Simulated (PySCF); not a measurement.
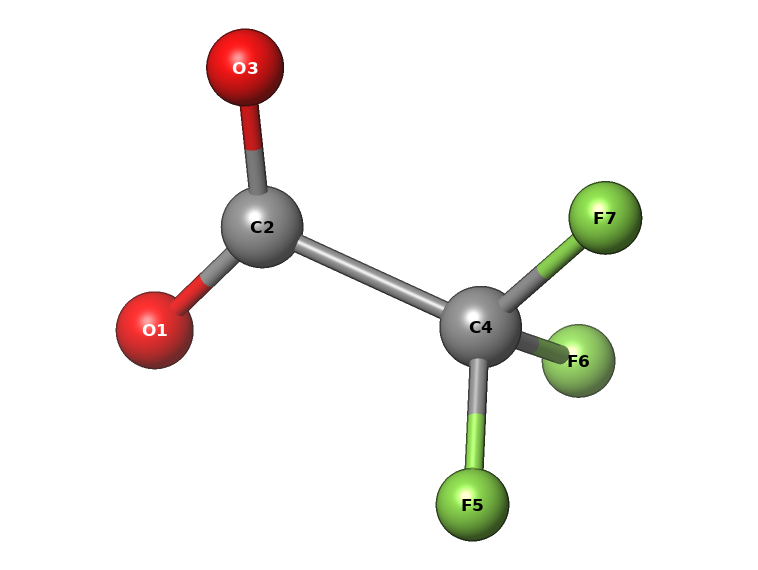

State: charge −1, singlet. Geometry: a distorted geometry made from a computed GFN2-xTB structure, not a minimum. Electric field gradients from the ground-state density, PBE0/pcSseg-1 (PySCF 2.14.0), non-relativistic apart from any core potentials.

Give the largest field-gradient component, the quadrupole coupling constant and the asymmetry for 17O at O1 (Q = −25.6 mb), 17O at O3 (Q = −25.6 mb).

```
atom  V_zz (a.u.)  e²qQ/h (MHz)     η
  O1       −1.321          7.94  0.35
  O3       −1.371          8.25  0.27
```
